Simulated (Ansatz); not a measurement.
```
Cs Zn Mo
1.0
     4.32583    0.00000    0.00000
     0.00000    4.32583    0.00000
     0.00000    0.00000    8.87874
Cs Zn Mo
1 4 1
Cartesian
  0.0000 0.0000 0.0000
  2.1629 0.0000 5.8081
  0.0000 2.1629 3.0706
  2.1629 0.0000 3.0706
  0.0000 2.1629 5.8081
  2.1629 2.1629 4.4394
```

Space group P4/mmm; a structure generated by program, which may or may not match a known phase; computed without spin polarisation.

These are results of Ansatz, DFT PBE, scalar-relativistic, plane waves, PAW, not measurements.

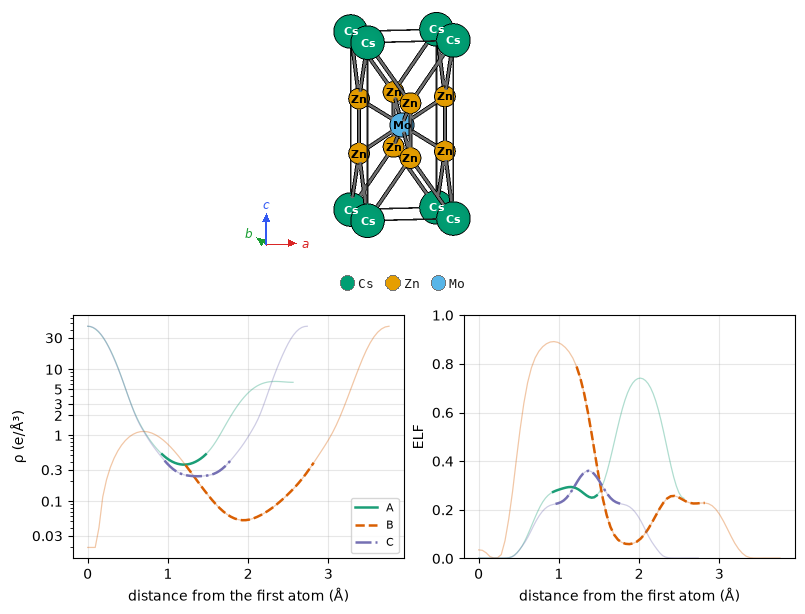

CsZn$_{4}$Mo. Valence charge density (pseudo) and electron localisation function along straight lines between neighbouring atoms. Thin, pale parts lie inside the atomic spheres. The structure is drawn too.

In a PAW calculation such maps are meaningful between the atoms, not at the nuclei.

Which curve belongs to which contact (Cs–Zn, Zn–Mo and Zn–Zn)? The first atom named is at distance zero.

Answer. Curve A: Zn–Mo (2.56 Å): the density is about 0.37 e/Å³ at the midpoint; the ELF is about 0.30 at the midpoint: no shared electron pair shows on this line. Curve B: Cs–Zn (3.76 Å): the density is about 0.05 e/Å³ at the midpoint; the ELF is about 0.05 at the midpoint (no shared electron pair shows on this line). Curve C: Zn–Zn (2.74 Å): the density is about 0.24 e/Å³ at the midpoint; the ELF is about 0.35 at the midpoint.
